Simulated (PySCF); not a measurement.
```xyz
19

C     3.7385    1.0189   -0.3942
C     2.6447    0.0738   -0.4351
C     1.7371   -0.7187   -0.4734
Si    0.3164   -1.8955   -0.5055
C    -1.2840   -0.8646   -0.5849
C    -1.4038    0.1219    0.5777
Si   -2.9948    1.1581    0.5041
H     4.4193    0.8360   -1.2256
H     3.3566    2.0375   -0.4678
H     4.2866    0.9140    0.5423
H     0.3333   -2.6903    0.7308
H     0.4256   -2.7628   -1.6864
H    -2.1504   -1.5297   -0.5851
H    -1.3218   -0.3129   -1.5267
H    -0.5313    0.7798    0.5734
H    -1.3641   -0.4274    1.5214
H    -4.1609    0.2704    0.5410
H    -3.0412    2.0750    1.6454
H    -3.0155    1.9258   -0.7435
```

Geometry: GFN2-xTB.

Method: PBE0/pcSseg-1, SCF density, gas phase, non-relativistic (PySCF).

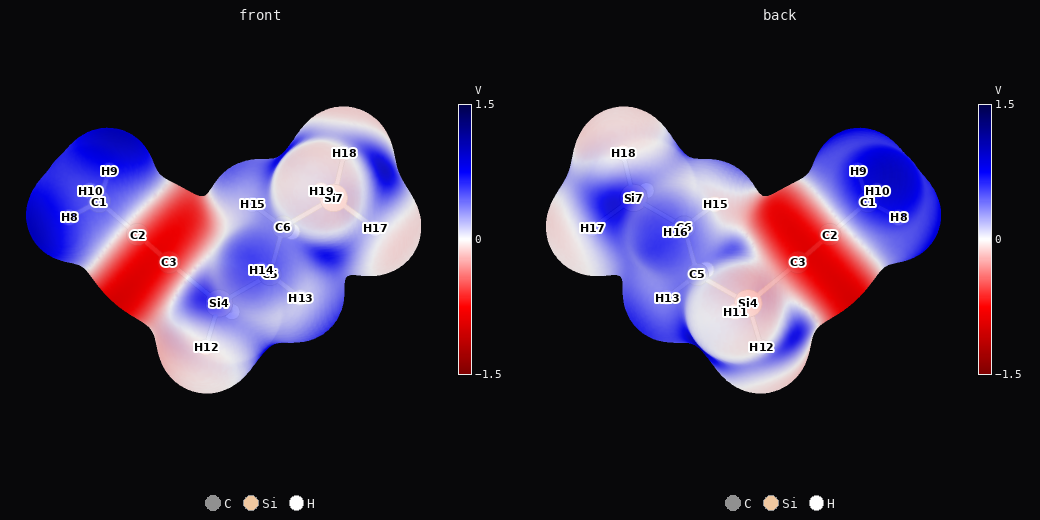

C5H12Si2 (SMILES CC#C[SiH2]CC[SiH3]). The molecular electrostatic potential painted on the density surface at 0.002 e/bohr³, seen from the front and from behind; the colour scale runs from red (negative) to blue (positive).

Q: Describe the electrostatic potential map.

A: The most negative region (about −0.9 V) lies over C2 and C3, the most positive (about +1.0 V) over Si4, H8, H9 and H10.

Q: What dipole moment does the calculation give?

A: Its dipole moment is 1.37 D.
